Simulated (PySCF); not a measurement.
**C$_{2}$H$_{2}$O$_{3}$S, SMILES `OC=O.O=C=S`: what the electrons do**

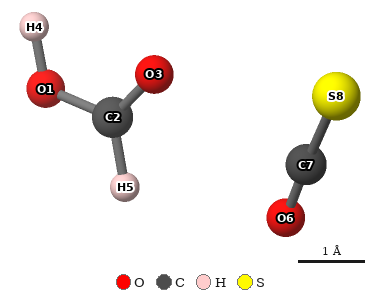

The molecule, with its atoms numbered as below. The pair's geometry is semi-empirical, so its contact may be too short or too long.

Cartesian coordinates (Å):

```
O1      -3.2368    0.1274   -0.0601
C2      -1.9541   -0.1301    0.1046
O3      -1.0701    0.6706    0.0277
H4      -3.3817    1.0691   -0.2576
H5      -1.8097   -1.1984    0.3236
O6       0.8288   -1.5954   -0.0426
C7       1.4223   -0.6038   -0.0231
S8       2.2630    0.6819    0.0028
```

### 1. Bonding charge

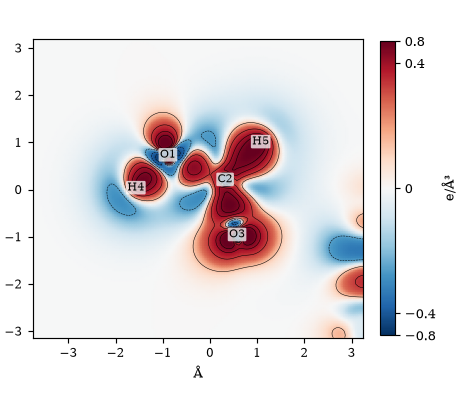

Deformation density (molecule less spherical, spin-averaged free atoms) in the plane of O1, C2, O3, H4 and H5; colour scale in e/Å³, logarithmic beyond ±0.1; red: gain, blue: loss.

Level of theory: r2SCAN/def2-TZVP (PySCF), at a geometry from GFN2-xTB.

> How much density has each bond in this plane gained at its critical point, relative to the free atoms?

C2–H5: +0.80 e/Å³ at the bond critical point (bond length 1.10 Å, Mayer order 0.9). O1–H4: +0.74 e/Å³ at the bond critical point (bond length 0.97 Å, Mayer order 0.9). C2–O3: +0.71 e/Å³ at the bond critical point (bond length 1.20 Å, Mayer order 2.0). O1–C2: +0.28 e/Å³ at the bond critical point (bond length 1.32 Å, Mayer order 1.2). In all, 1.7 electrons gather in the regions of gain relative to the promolecule.

> Where do the Hirshfeld charges lie?

The highest Hirshfeld charge is on H4 (+0.19 e), the lowest on O3 (−0.25 e).

### 2. Bond critical points

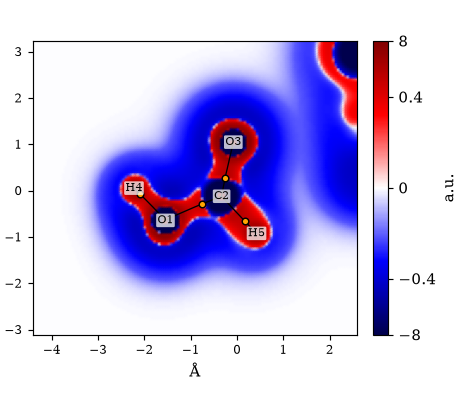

Negative Laplacian of the density (−∇²ρ) in the plane of O1, C2, O3, H4 and H5 (red positive, blue negative, colour scale in a.u., logarithmic beyond ±0.04), with bond paths and bond critical points (dots).

> At which bond critical points in this plane is charge locally concentrated, and at which depleted?

Concentrated (∇²ρ < 0): O1–H4 (−2.36 a.u.); O1–C2 (−0.48 a.u.); C2–H5 (−1.05 a.u.). Depleted (∇²ρ > 0): C2–O3 (0.00 a.u., H = −0.799). A positive Laplacian with clearly negative H marks a strongly polar covalent bond, whose critical point lies close to the core of the less electronegative atom.

> Where along O1–H4 does the critical point lie?

0.79 Å from O1 and 0.19 Å from H4.

### 3. Local ionisation energy

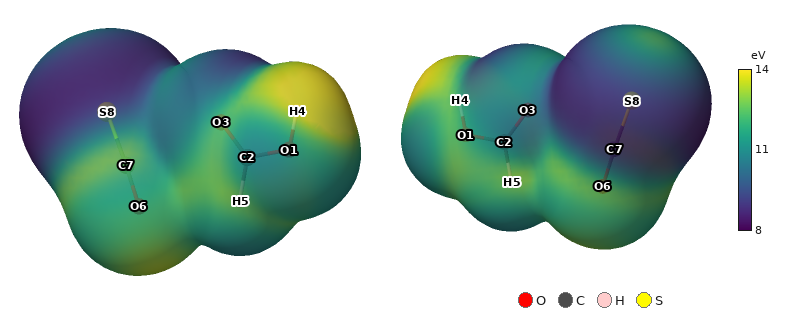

Average local ionisation energy on the surface of electron density 0.001 a.u. (back view left, front view right).

> Locate the minima of the map.

The lowest value is 8.4 eV, 2.2 Å from S8, and at like points elsewhere. Further minima include 9.0 eV, near O3 (1.86 Å) and H4 (2.06 Å); 10.8 eV, 1.8 Å from O1. For comparison, the highest occupied orbital lies at −7.2 eV.

### 4. Weak contacts

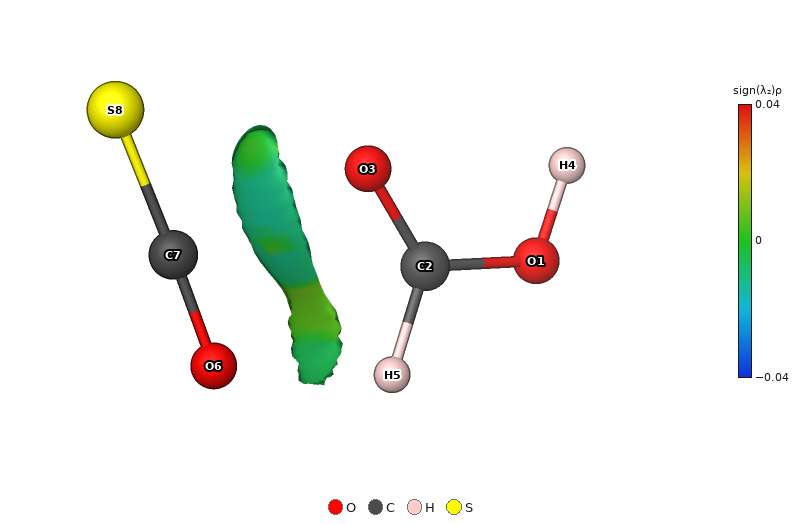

Non-covalent interaction surfaces between the fragments (reduced density gradient s = 0.5, coloured by sign(λ₂)ρ in a.u.; trimmed to the region between the fragments where ρ is under 0.06 a.u.). Fragment A: H2CO2 (atoms 1–5); fragment B: CSO.

PySCF calculation, r2SCAN/def2-TZVP, gas phase; geometry: GFN2-xTB.

> Interpret the surfaces between the fragments.

Bond critical points between the fragments: O3···C7, 2.80 Å, ρ = 0.011 a.u. It is weak and appears green (van der Waals range). The pose is a local one from a semi-empirical search, not shown to be the most stable.

> How strongly are they bound?

The counterpoise-corrected interaction energy of the frozen fragments is −1.4 kcal/mol without dispersion correction and −1.9 kcal/mol with D3(BJ). The pair geometry is semi-empirical, not a minimum at this level.

### 5. Binding density

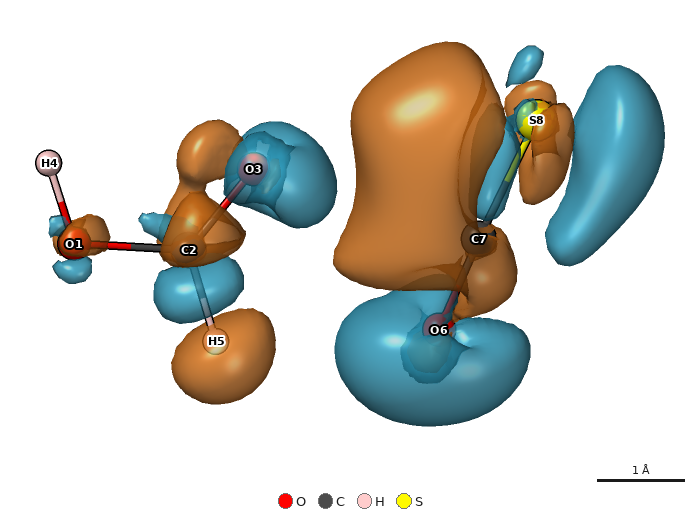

Density of the complex less the densities of the two fragments at the same geometry, ±0.002 e/Å³ (light blue: gain, orange: loss). Fragment A: H2CO2 (atoms 1–5); fragment B: CSO.

> Which way does charge flow?

Hirshfeld charges show 0.008 e passing from A to B. By Hirshfeld charges, electrons gather most on O6 (−0.018 e) and leave C7 most (+0.011 e); 0.06 e is displaced in all, which induces a dipole of 0.37 D.
